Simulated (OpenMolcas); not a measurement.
# C2H4GaN (SMILES N=C=[CH][GaH2]): levels of theory compared

We compute a comparison of 6 runs (HF/STO-3G, B3LYP/6-31G*, B3LYP/def2-SVP, PBE/def2-SVP, r2SCAN/def2-SVP, MP2/def2-SVP) of C2H4GaN. 

The calculation is run with OpenMolcas 26.06.

1 further run of the same task is left out (set aside as unsound or not needed).

## 1. The system as given

C2H4GaN has 8 atoms, charge 0, and is taken as a singlet. SMILES: `N=C=[CH][GaH2]`. The shape is that of a PBE0-D4/def2-TZVP optimisation.

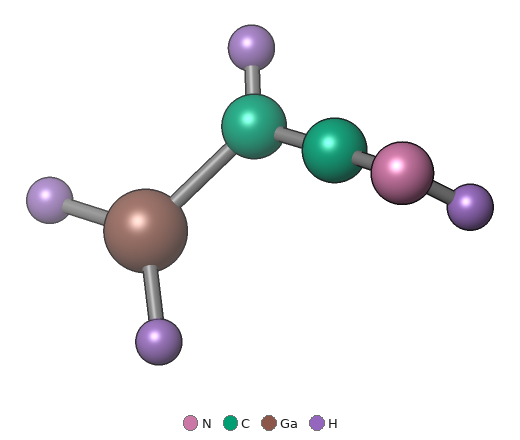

Viewed from a chosen angle; nitrogen pink, carbon teal, gallium brown, hydrogen purple.

## 2. Energy and forces at HF/STO-3G (run 1)

struct.xyz

```xyz
8

N      0.336900     2.061700    -0.854600
C      0.365600     1.114900    -0.096000
C      0.472300     0.025700     0.622800
Ga    -0.381300    -1.593600     0.007200
H     -0.411400     2.740600    -0.770200
H      1.040500     0.073900     1.545200
H     -0.231900    -2.886400     0.876300
H     -1.190600    -1.536800    -1.330700
```

calc.input

```
* C2H4GaN Hartree-Fock
>>> EXPORT MOLCAS_PRINT=2

&GATEWAY
 BasLib=$CurrDir
 Coord=struct.xyz
 Basis=STO-3G
 Group=NoSym

&SEWARD

&SCF
 Thresholds=1e-10 1e-07 1e-07 1e-05
 PrOrbitals=1

&ALASKA
```

The basis set STO-3G is read from a file made from the Basis Set Exchange's data (not shown).

The run is started by

```bash
$ export MOLCAS_MEM=1860
$ pymolcas calc.input > calc.log
```

Log:

```text
--- Start Module: gateway ---
[...]
--- Stop Module: gateway /rc=_RC_ALL_IS_WELL_ ---
[...]
      Basis functions           37
[...]
--- Start Module: scf ---
[...]
       Convergence after  29 Iterations
[...]
::    Total SCF energy                              -2031.6489574555
[...]
      Total spin, S                                     0.0000000000
[...]
      Total electronic charge=   54.000000
      Total            charge=   -0.000000
[...]
      Dipole Moment (debye):
      Origin of the operator (angstrom)=   -0.1109   -0.6210   -0.0435
                   X= -1.0605E+00               Y=  4.9431E-01               Z=  9.5054E-01           Total=  1.5075E+00
      Quadrupole Moment (debye*angstrom):
[...]
--- Stop Module: scf /rc=_RC_ALL_IS_WELL_ ---
[...]
--- Start Module: alaska ---
[...]
 *              Molecular gradients               *
 **************************************************
  Irreducible representation: a
 ------------------------------------------------------------------------------------------
                              X                       Y                       Z
 ------------------------------------------------------------------------------------------
  N1               -2.57372744188613E-02   -1.16481230448340E-02    3.08947831260724E-02
  C2                1.94315223533537E-03    3.43940480379592E-02   -3.30032787802090E-02
  C3                2.96935328018870E-02    5.10165267274507E-02    2.50320715851000E-02
  GA4              -3.88850048477973E-03   -6.99611224745311E-03   -3.39108937685761E-03
  H5                2.20906757506141E-02   -1.59349077049269E-02   -5.73738153511474E-03
  H6                1.52838842517733E-03   -2.65516735723370E-03    4.33502674697284E-03
  H7                5.41534008835198E-03   -4.98243172810158E-02    3.31321430431628E-02
  H8               -3.10453143977418E-02    1.64805287018335E-03   -5.12622748090514E-02
[...]
--- Stop Module: alaska /rc=_RC_ALL_IS_WELL_ ---
[...]
```

It took 3.9 s on 1 thread of Intel Xeon Platinum 8259CL at 2.50GHz (Skylake/Cascade Lake), shared host; peak memory 0.37 GiB.

## 3. Energy and gradient at B3LYP/6-31G(d) (Cartesian functions) (run 2)

struct.xyz is that of step 2.

run.inp

```
* C2H4GaN Kohn-Sham DFT
&GATEWAY
BasLib = $CurrDir
Coord = struct.xyz
Basis = 6-31Gs
Group = NoSym
&SEWARD
GridInput
Grid=UltraFine
End of Grid
&SCF
KSDFT = B3LYP
Thresholds = 1e-10 1e-07 1e-07 1e-05
PrOrbitals = 1
&ALASKA
```

The basis set 6-31G* is read from a file made from the Basis Set Exchange's data (not shown).

The run is started by

```bash
$ export MOLCAS_MEM=1860
$ pymolcas run.inp > run.log
```

Log:

```text
--- Start Module: gateway ---
[...]
--- Stop Module: gateway /rc=_RC_ALL_IS_WELL_ ---
[...]
      Basis functions           88
[...]
--- Start Module: scf ---
[...]
       Convergence after  16 Iterations
[...]
::    Total KS-DFT energy                           -2057.9391786769
[...]
      Total spin, S                                     0.0000000000
[...]
      Total electronic charge=   54.000000
      Total            charge=   -0.000000
[...]
      Dipole Moment (debye):
      Origin of the operator (angstrom)=   -0.1109   -0.6210   -0.0435
                   X= -8.2095E-01               Y=  1.0283E+00               Z=  1.0024E+00           Total=  1.6541E+00
      Quadrupole Moment (debye*angstrom):
[...]
--- Stop Module: scf /rc=_RC_ALL_IS_WELL_ ---
[...]
--- Start Module: alaska ---
[...]
 *              Molecular gradients               *
 **************************************************
  Irreducible representation: a
 ------------------------------------------------------------------------------------------
                              X                       Y                       Z
 ------------------------------------------------------------------------------------------
  N1               -2.61509176301189E-03   -1.21095201739561E-02    1.17103625278823E-02
  C2                3.64455101909411E-04    3.72474145898938E-03   -4.01085058018325E-03
  C3               -1.34536044098432E-03    8.14507482596571E-03   -6.39307759223762E-03
  GA4               3.86632743364146E-04    9.83275813968731E-04    7.41898474148073E-05
  H5                3.29936265714448E-03   -3.32763833596861E-03    1.08413807360652E-06
  H6               -8.54770091916368E-04    8.05856544598027E-04   -1.77164566662302E-03
  H7               -2.10503866049372E-04    1.67687893842494E-03   -1.14999748197242E-03
  H8                9.75275659522712E-04    1.01330928079568E-04    1.53993480766612E-03
[...]
--- Stop Module: alaska /rc=_RC_ALL_IS_WELL_ ---
[...]
```

Wall time 45 s (1 thread of Intel Xeon Platinum 8259CL at 2.50GHz (Skylake/Cascade Lake), shared host); peak memory 0.48 GiB.

Runs 3 to 5 aren't shown in full; the table further down has their settings and results.

## 4. The energy at MP2/def2-SVP (run 6)

mol.input

```
&GATEWAY
BasLib=$CurrDir
BasisSet
N.def2-SVP....
N1 0.336900 2.061700 -0.854600 angstrom
End of Basis
BasisSet
C.def2-SVP....
C2 0.365600 1.114900 -0.096000 angstrom
C3 0.472300 0.025700 0.622800 angstrom
End of Basis
BasisSet
Ga.def2-SVP....
Ga4 -0.381300 -1.593600 0.007200 angstrom
End of Basis
BasisSet
H.def2-SVP....
H5 -0.411400 2.740600 -0.770200 angstrom
H6 1.040500 0.073900 1.545200 angstrom
H7 -0.231900 -2.886400 0.876300 angstrom
H8 -1.190600 -1.536800 -1.330700 angstrom
End of Basis
&SEWARD
&SCF
Thresholds=1e-10 1e-07 1e-07 1e-05
PrOrbitals=1 2
&MBPT2
Frozen=12
```

The basis set def2-SVP is read from a file made from the Basis Set Exchange's data (not shown).

The run is started by

```bash
$ export MOLCAS_MEM=1860
$ pymolcas mol.input > mol.log
```

Log:

```text
--- Start Module: gateway ---
[...]
--- Stop Module: gateway /rc=_RC_ALL_IS_WELL_ ---
[...]
      Basis functions           94
[...]
--- Start Module: scf ---
[...]
       Convergence after  16 Iterations
[...]
::    Total SCF energy                              -2055.3565281134
[...]
      Total spin, S                                     0.0000000000
[...]
      Total electronic charge=   54.000000
      Total            charge=   -0.000000
[...]
      Dipole Moment (debye):
      Origin of the operator (angstrom)=   -0.1109   -0.6210   -0.0435
                   X= -1.0453E+00               Y=  6.6786E-01               Z=  1.0733E+00           Total=  1.6403E+00
      Quadrupole Moment (debye*angstrom):
[...]
--- Stop Module: scf /rc=_RC_ALL_IS_WELL_ ---
[...]
--- Start Module: mbpt2 ---
[...]
WARNING!
Default frozen orbitals as non valence orbitals is overwritten by user input.
Default values:  17
[...]
       Reference weight ( Cref**2 )         =        0.82718
::    Total MBPT2 energy                            -2055.9887561163
[...]
      Total MBPT2 calculations                           0.48      0.55
--- Stop Module: mbpt2 /rc=_RC_ALL_IS_WELL_ ---
[...]
```

Wall time 13 s (1 thread of Intel Xeon Platinum 8259CL at 2.50GHz (Skylake/Cascade Lake), shared host); peak memory 0.52 GiB.

## 5. All runs side by side

| run | level | Cartesian functions | integration grid | energy (Eh) | dipole moment (D) of the reference | HOMO energy (eV) | LUMO energy (eV) | wall time |
| --- | --- | --- | --- | --- | --- | --- | --- | --- |
| 1 | HF/STO-3G | no | – | -2031.648957 | 1.51 | -7.05 | 4.62 | 3.9 s |
| 2 | B3LYP/6-31G* (Cartesian functions) | yes | UltraFine | -2057.939179 | 1.65 | -6.68 | -1.64 | 45 s |
| 3 | B3LYP/def2-SVP | no | UltraFine | -2057.872766 | 1.58 | -6.76 | -1.66 | 53 s |
| 4 | PBE/def2-SVP | no | UltraFine | -2057.361524 | 1.61 | -5.88 | -2.17 | 49 s |
| 5 | r2SCAN/def2-SVP | no | UltraFine | -2057.735298 | 1.58 | -6.13 | -1.94 | 66 s |
| 6 | MP2/def2-SVP | no | – | -2055.988756 | 1.64 | -9.61 | 1.38 | 13 s |

## 6. What came out

```
                                           quantity           value
                                run 6: total energy  -2055.98876 Eh
          run 6: dipole moment (mean-field density)          1.64 D
         run 6: HOMO energy (Hartree–Fock orbitals)        -9.61 eV
         run 6: LUMO energy (Hartree–Fock orbitals)         1.38 eV
       run 6: HOMO–LUMO gap (Hartree–Fock orbitals)        10.99 eV
run 6: correlation energy (12 core orbitals frozen)      -632.2 mEh
```

What this shows: Over runs 1, 2, 3, 4, 5 the dipole moment (its size) runs from 1.51 D (HF/STO-3G) to 1.65 D (B3LYP/6-31G*). The two ends differ in method and basis. Over runs 1, 2, 3, 4, 5 the HOMO–LUMO gap runs from 3.71 eV (PBE/def2-SVP) to 11.67 eV (HF/STO-3G). Totals of different functionals can't be ranked against each other. In run 1 the basis is minimal, so the values are rough. All runs together took 3.8 min, the longest 66 s.
